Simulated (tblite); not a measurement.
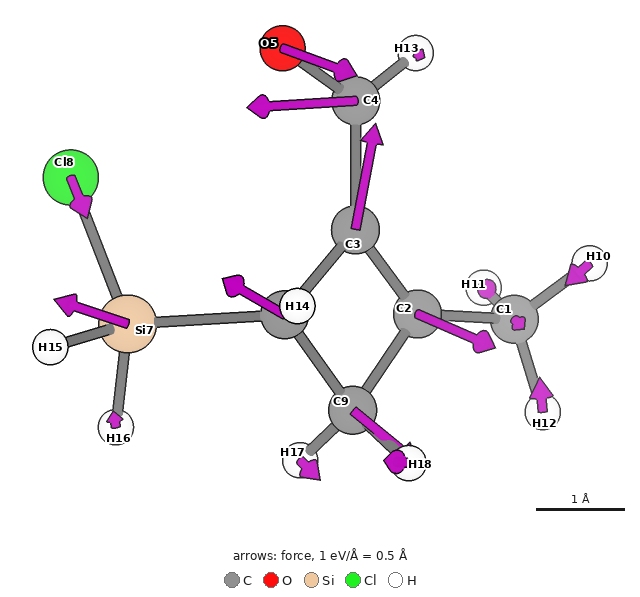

Starting geometry of C$_{6}$H$_{9}$ClOSi with the computed forces as purple arrows. Style: ball-and-stick. Shown at a tilt.

Theory: GFN2-xTB geometry optimisation, gas phase in tblite. 

What follows when this structure is relaxed?

It isn't relaxed: the largest force vector, on a C atom, is 3.15 eV/Å. The final displacements have little in common with the starting forces (cosine between the two patterns 0.12). The largest moves after the best rigid fit, 1.62 Å, are those of Cl and H atoms. By element the largest moves are H 1.62 Å, Cl 1.62 Å, C 0.36 Å, O 0.29 Å, Si 0.17 Å. Among the contacts that change: Cl–Si 2.097 → 2.020 Å, C–C 1.493 → 1.556 Å, C–Si 1.866 → 1.903 Å, C–O 1.247 → 1.211 Å. Bond angles that change, for instance: Si–C–C 109.4° → 117.7°, C–Si–Cl 113.4° → 106.5°, H–C–H 115.8° → 108.9°. Groups turn about C–Si by about 70°, C–C by about 40°. The energy falls by 15.0 kcal/mol in 146 geometry steps. The run took 1.4 s on 1 thread of Arm Neoverse V1, with other jobs on the host.
